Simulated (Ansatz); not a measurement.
# C$_{2}$H$_{3}$B (SMILES B1C=C1): what the fields show

Input

```
crystal:
  periodic: [false, false, false]
  atoms:
    - {symbol: C, position_ang: [-0.678370, -0.237272, 0.014037]}
    - {symbol: C, position_ang: [-1.850823, -0.830158, 0.342775]}
    - {symbol: B, position_ang: [-1.857506, 0.638564, 0.178010]}
    - {symbol: H, position_ang: [-2.395470, 1.702210, 0.177650]}
    - {symbol: H, position_ang: [0.358535, -0.515696, -0.185825]}
    - {symbol: H, position_ang: [-2.241094, -1.830260, 0.543071]}
basis:
  gaussian: {orbitals: def2-TZVPD}
total_charge: 0
hamiltonian: {xc: {name: PBE0}}
output: {forces: true, orbitals: {seedname: orbitals}}
```

Launched as:

```sh
ansatz run input.yaml --threads 1 --pin off --max-ram 2610MiB --events-out events.jsonl --progress --plain --runs-dir runs
```

Geometry: B3LYP-D3(BJ)/def2-SVP.

Theory: Ansatz 0.2.0, isolated molecule in a Gaussian basis; Kohn-Sham density functional theory, functional PBE0.

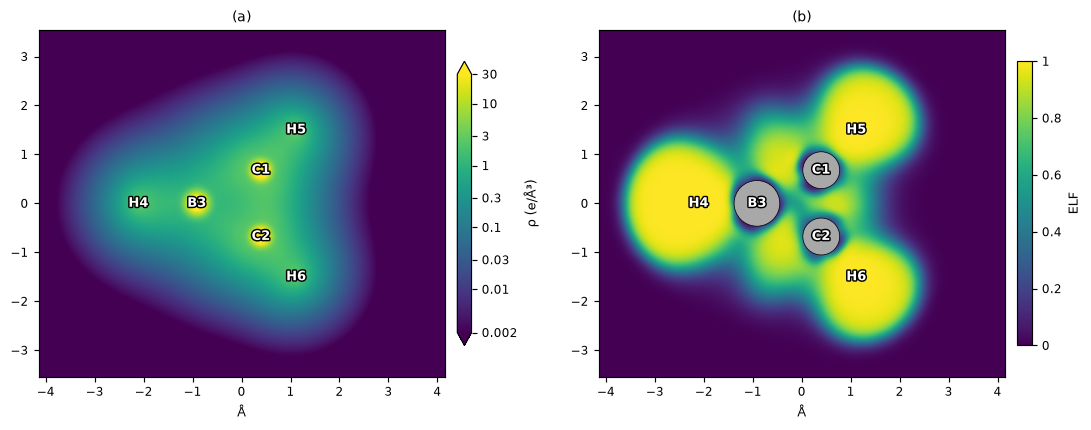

Figure 1. (a) electron density; (b) electron localisation function on the molecular plane. Grey discs cover the atomic cores in the ELF map.

### Read the bonding off the picture.

Atoms in the plane: C, B and H.
C–C (1.35 Å): ρ at the midpoint is about 2.2 e/Å³; the ELF peaks at about 0.85 between the atoms; localised, covalent bonding.
C–B (1.48 Å): the density is about 1.5 e/Å³ at the midpoint; the ELF peaks at about 0.85 between the atoms; localised, covalent bonding.
C–H (1.09 Å): ρ at the midpoint is about 2 e/Å³; the ELF climbs to about 1 towards the hydrogen, as it does in any bond to H; a covalent bond by its length.
B–H (1.19 Å): the density is about 1.3 e/Å³ at the midpoint; the ELF climbs to about 1 towards the hydrogen (a covalent bond by its length).

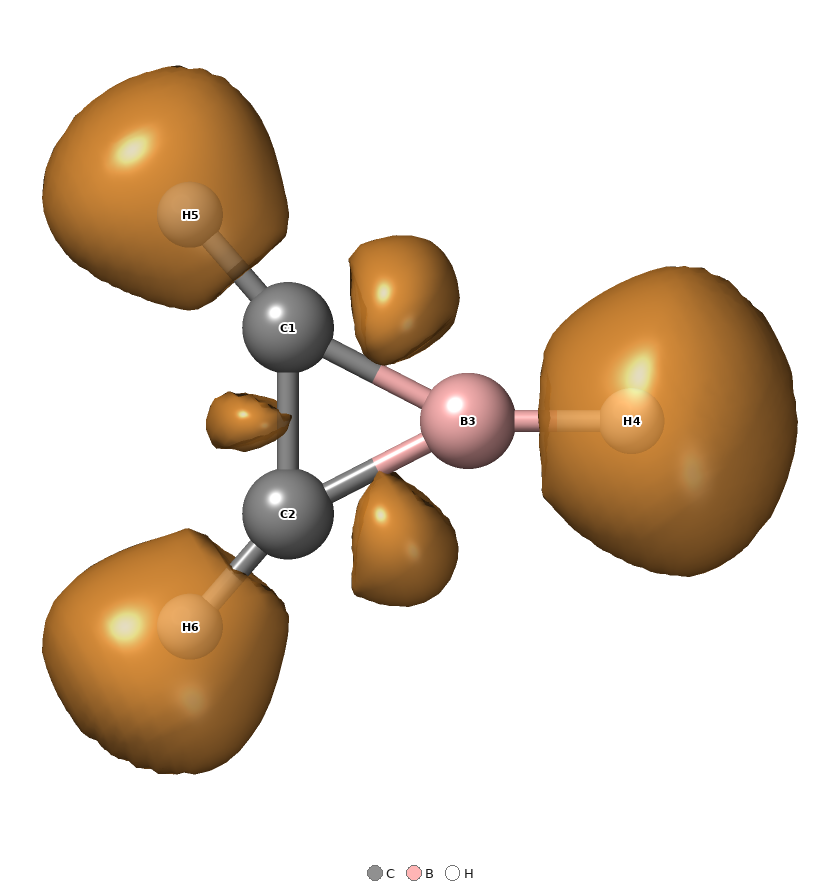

Figure 2. Isosurface of the electron localisation function at 0.85 (orange), seen across its widest extent. Core shells and regions of very low density are left out.

### Where are the electrons localised?

At this value the surface marks out two regions between bonded B–C atoms (shared pairs), one region between bonded C–C atoms (shared pairs) and three regions around hydrogen nuclei.

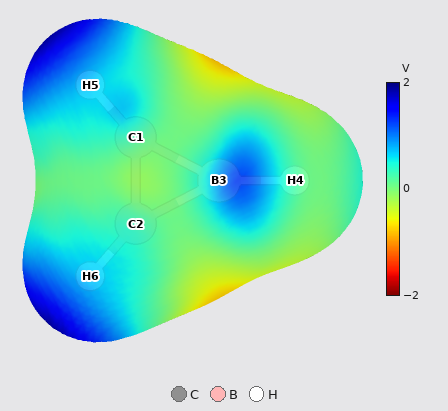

Figure 3. The molecular electrostatic potential painted on the density surface at 0.004 e/bohr³, seen across its widest extent; red is negative and blue positive.

### Where is the surface potential most negative and most positive?

The most negative region (about −0.8 V) lies over C1 and C2, the most positive (about +1.8 V) over H5 and H6.

### What dipole moment does the calculation give?

Its dipole moment is 1.14 D.
